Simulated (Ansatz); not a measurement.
# CF2 (SMILES F[C]F) at 6 levels

Wanted: a comparison of 6 runs (HF/STO-3G, B3LYP/6-31G*, HSE06/def2-TZVPP, RPA@PBE/def2-TZVPP, MP2/def2-TZVPP, BCCD(T)/def2-TZVPP) of CF2. 

Program for the calculation: Ansatz 0.2.0.

31 further runs of the same task are left out: 31 set aside as unsound or not needed.

**1. Starting point**

The species is CF2 (3 atoms), meant as a singlet with charge 0. SMILES: `F[C]F`. The C2–F3 distance was set to 1.944 Å, away from the relaxed value. At this shape a bond of the SMILES string is far longer than usual.

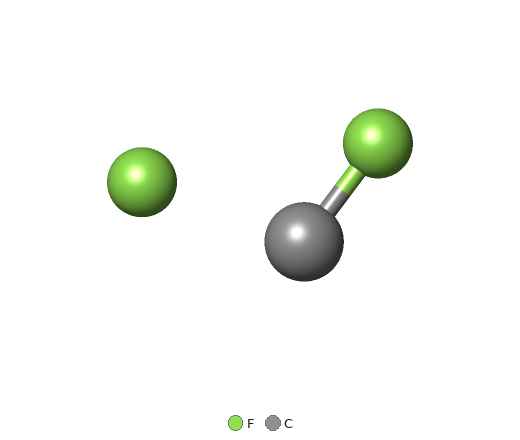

The structure, seen from a chosen angle (fluorine green, carbon grey).

**2. The energy at HF/STO-3G (run 1)**

Contents of run.yaml:

```yaml
crystal:
  periodic: [false, false, false]
  atoms:
    - {symbol: F, position_ang: [0.856799, 1.138595, 0.597549]}
    - {symbol: C, position_ang: [0.922829, -0.151335, 0.491099]}
    - {symbol: F, position_ang: [-0.698640, -0.652890, -0.456750]}
basis:
  gaussian: {orbitals: STO-3G}
hamiltonian: {xc: hf}
output: {orbitals: {seedname: orbitals}}
accuracy: high
```

The run is started by

```bash
$ ansatz run run.yaml --threads 1 --pin off --max-ram 3480MiB --events-out events.jsonl --progress --plain --runs-dir runs
```

Standard output:

```text
Warning: RAYON_NUM_THREADS=1 ignored (pool sized by the plan → 1); use --threads N
Functional definition: HF
  name "HF"
  exchange = exact_x
  correlation = 0
249 factors; integrals over basis functions are off by at most 4.3e-8 eV
mean field evaluation 1: about -6339.9646 eV, gradient 2.6e1 eV
mean field evaluation 2: about -6340.0439 eV, gradient 2.6e1 eV
mean field evaluation 4: about -6345.8600 eV, gradient 7.9e0 eV
mean field evaluation 8: about -6346.6186 eV, gradient 1.6e-1 eV
mean field evaluation 16: about -6346.6002 eV, gradient 2.8e-8 eV
mean field -6346.60021840 eV, -233.2332561459 hartree, gradient 2.8e-8 eV, S^2 0.000000; 0 other end points of the search recorded, 0 dependent functions left out
reference -6346.60021840 eV, -233.2332561459 hartree; 12, 12 occupied and 3, 3 virtual orbitals, 249 factors
Total energy: -6346.60021840 eV, -233.2332561459 hartree
```

Run time: 0.06 s. Hardware: 1 thread of AMD EPYC 9R45 (Zen 5), shared host.

**3. A single-point energy at B3LYP/6-31G(d) (Cartesian functions) (run 2)**

Contents of job.yaml:

```yaml
crystal:
  periodic: [false, false, false]
  atoms:
    - {symbol: F, position_ang: [0.856799, 1.138595, 0.597549]}
    - {symbol: C, position_ang: [0.922829, -0.151335, 0.491099]}
    - {symbol: F, position_ang: [-0.698640, -0.652890, -0.456750]}
basis:
  gaussian: {orbitals: "6-31G*"}
total_charge: 0
output: {orbitals: {seedname: orbitals}}
hamiltonian: {xc: {name: B3LYP}}
accuracy: high
```

The run is started by

```bash
$ ansatz run job.yaml --threads 1 --pin off --max-ram 3480MiB --events-out events.jsonl --progress --plain --runs-dir runs
```

Standard output:

```text
Warning: RAYON_NUM_THREADS=1 ignored (pool sized by the plan → 1); use --threads N
Functional definition: B3LYP
  name "B3LYP"
  parameter a0 = 0.2
  parameter ax = 0.72
  parameter ac = 0.81
  exchange = (1 - a0 - ax)*slater_x + ax*b88_x + a0*exact_x
  correlation = (1 - ac)*vwn_rpa_c + ac*lyp_c
838 factors; integrals over basis functions are off by at most 3.3e-9 eV
mean field evaluation 1: about -6460.6101 eV, gradient 4.7e1 eV
mean field evaluation 2: about -6286.3520 eV, gradient 2.6e2 eV
mean field evaluation 4: about -6464.7828 eV, gradient 1.8e1 eV
mean field evaluation 8: about -6465.3775 eV, gradient 4.8e-1 eV
mean field evaluation 16: about -6465.3744 eV, gradient 1.6e-5 eV
mean field -6465.37444801 eV, -237.5981285761 hartree, gradient 4.4e-8 eV, S^2 0.000000; 0 other end points of the search recorded, 0 dependent functions left out
reference -6465.37446680 eV, -237.5981292665 hartree; 12, 12 occupied and 33, 33 virtual orbitals, 838 factors
Total energy: -6465.37446680 eV, -237.5981292665 hartree
```

Run time: 0.48 s. Hardware: 1 thread of AMD EPYC 9R45 (Zen 5), shared host.

Run 3 isn't shown in full; the table further down has it.

**4. A single-point energy at RPA@PBE/def2-TZVPP (run 4)**

run.yaml, as its differences from that of step 2:

```diff
@@ -7,5 +7,9 @@
 basis:
-  gaussian: {orbitals: STO-3G}
-hamiltonian: {xc: hf}
-output: {orbitals: {seedname: orbitals}}
+  gaussian:
+    orbitals: def2-TZVPP
+hamiltonian:
+  xc: {name: PBE}
+correlation:
+  method: rpa
+  frozen_orbitals: {C: 1, F: 1}
 accuracy: high
```

The run is started by

```bash
$ ansatz run run.yaml --threads 1 --pin off --max-ram 3480MiB --events-out events.jsonl --progress --plain --runs-dir runs
```

Standard output:

```text
Warning: RAYON_NUM_THREADS=1 ignored (pool sized by the plan → 1); use --threads N
Functional definition: PBE
  name "PBE"
  parameter kappa = 0.804
  parameter beta = 0.06672455060314922
  exchange = pbe_x(kappa = kappa, mu = beta*pi^2/3)
  correlation = pbe_c(beta = beta)
1440 factors; integrals over basis functions are off by at most 6.9e-9 eV
mean field evaluation 1: about -6458.5512 eV, gradient 4.7e1 eV
mean field evaluation 2: about -6458.5476 eV, gradient 4.7e1 eV
mean field evaluation 4: about -6457.8882 eV, gradient 5.6e1 eV
mean field evaluation 8: about -6462.6710 eV, gradient 9.5e-1 eV
mean field evaluation 16: about -6462.6723 eV, gradient 4.0e-5 eV
mean field evaluation 32: about -6433.8148 eV, gradient 5.5e1 eV
mean field evaluation 64: about -6461.6608 eV, gradient 8.8e0 eV
mean field -6462.67230270 eV, -237.4988265676 hartree, gradient 1.6e-8 eV, S^2 0.000000; 2 other end points of the search recorded, 0 dependent functions left out
3 core orbitals not correlated: weight in the atoms' cores, before any rotation towards them, 1.000 or more for the frozen orbitals, at most 0.000 for the correlated occupied ones
reference -6437.73894180 eV, -236.5825424550 hartree; 9, 9 occupied and 81, 81 virtual orbitals, 1440 factors
Total energy: -6465.65721108 eV, -237.6085199273 hartree
```

Wall time 2.2 s (1 thread of AMD EPYC 9R45 (Zen 5), shared host); peak memory 0.29 GiB.

Run 5 isn't shown in full; the table further down has it.

**5. A single-point energy at BCCD(T)/def2-TZVPP (run 6)**

Contents of run.yaml:

```yaml
basis:
  gaussian: {orbitals: def2-TZVPP}
crystal:
  periodic: [false, false, false]
  atoms:
    - symbol: F
      position_ang: [0.856799, 1.138595, 0.597549]
    - symbol: C
      position_ang: [0.922829, -0.151335, 0.491099]
    - symbol: F
      position_ang: [-0.698640, -0.652890, -0.456750]
correlation: {method: bccd_t, frozen_orbitals: {C: 1, F: 1}}
accuracy: high
scf: {omitted_lower_state_checks: [cluster_reference, increment]}
```

The run is started by

```bash
$ ansatz run run.yaml --threads 1 --pin off --max-ram 3480MiB --events-out events.jsonl --progress --plain --runs-dir runs
```

Standard output:

```text
Warning: RAYON_NUM_THREADS=1 ignored (pool sized by the plan → 1); use --threads N
[... 12 lines left out ...]
3 core orbitals not correlated: weight in the atoms' cores, before any rotation towards them, 1.000 or more for the frozen orbitals, at most 0.000 for the correlated occupied ones
[... 33 lines left out ...]
Total energy: -6458.24408301 eV, -237.3360924957 hartree
Checks for a lower state left out: cluster_reference, increment
```

Run time: 6 s. Hardware: 1 thread of AMD EPYC 9R45 (Zen 5), shared host; peak memory 0.62 GiB.

**6. The series**

| run | level | Cartesian functions | frozen core orbitals | energy (Eh) | wall time |
| --- | --- | --- | --- | --- | --- |
| 1 | HF/STO-3G | no | – | -233.233256 | 0.06 s |
| 2 | B3LYP/6-31G* (Cartesian functions) | yes | – | -237.598129 | 0.48 s |
| 3 | HSE06/def2-TZVPP | no | – | -237.463349 | 1.2 s |
| 4 | RPA@PBE/def2-TZVPP | no | 3 | -237.608520 | 2.2 s |
| 5 | MP2/def2-TZVPP | no | 3 | -237.301251 | 0.76 s |
| 6 | BCCD(T)/def2-TZVPP | no | 3 | -237.336092 | 6 s |

**7. What came out**

| quantity | value |
| --- | --- |
| run 6: total energy | -237.33609 Eh |
| run 6: correlation energy (3 core orbitals frozen) | -690.2 mEh |
| run 6: (T) correction | -35.08 mEh |

**Reading.** Over runs 1, 2, 3 the HOMO–LUMO gap runs from 4.44 eV (HSE06/def2-TZVPP) to 12.90 eV (HF/STO-3G). The two ends differ in method and basis. Totals of different functionals can't be ranked against each other. In runs 5, 6 the log says that unrestricted orbitals would lower the reference, so the values rest on an unstable closed-shell determinant (other closed-shell runs at this shape may share the fault). In run 1 the basis is minimal, so the values are rough. All runs together took 11 s, the longest 6 s.
